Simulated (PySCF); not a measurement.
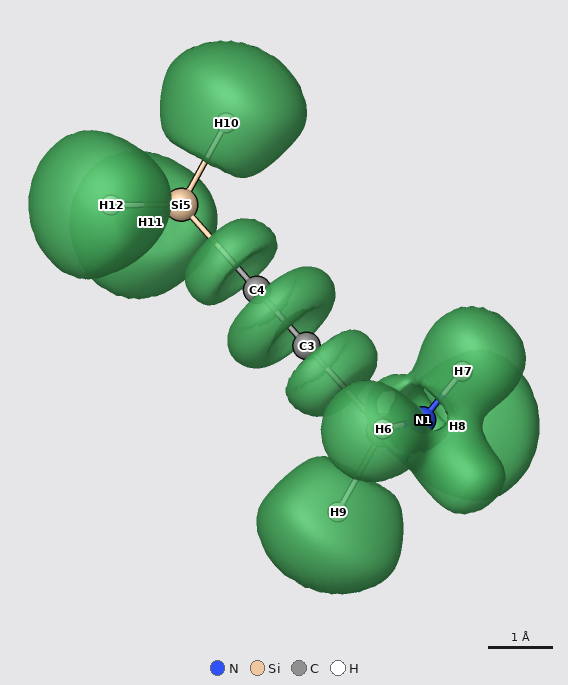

C$_{2}$H$_{7}$NSi$_{2}$ (SMILES N[SiH2]C#C[SiH3]). Isosurface of the electron localisation function at 0.75 (green), seen at an oblique angle. Only the valence region is drawn (cores and ρ < 0.01 e/Å³ removed).

Geometry: GFN2-xTB.

Method: PySCF, PBE0/pcSseg-1, SCF density, gas phase, non-relativistic.

```xyz
12

N    -2.6629    1.0858    0.2941
Si   -1.9195   -0.4266   -0.0761
C    -0.0589   -0.4001   -0.0568
C     1.1516   -0.3485   -0.0348
Si    2.9980   -0.2864   -0.0072
H    -2.5790    1.8438   -0.3639
H    -2.5899    1.4452    1.2322
H    -2.3741   -1.3517    0.9635
H    -2.3554   -0.7560   -1.4340
H     3.4320    0.0736    1.3465
H     3.5149   -1.6071   -0.3772
H     3.4444    0.7273   -0.9684
```

**Describe the localisation domains.**

At this value the surface marks out one region between bonded C–C atoms (shared pairs), two regions between bonded C–Si atoms (shared pairs), five regions around hydrogen nuclei and one joined region spread over several atoms (H, N), in which their bonds and any lone pairs are merged. Along the contacts the grid gives the following. C–C (1.21 Å): the ELF peaks at about 0.85 between the atoms: a multiple bond. Si–N (1.73 Å): the ELF peaks at about 0.90 between the atoms: a polar covalent bond.
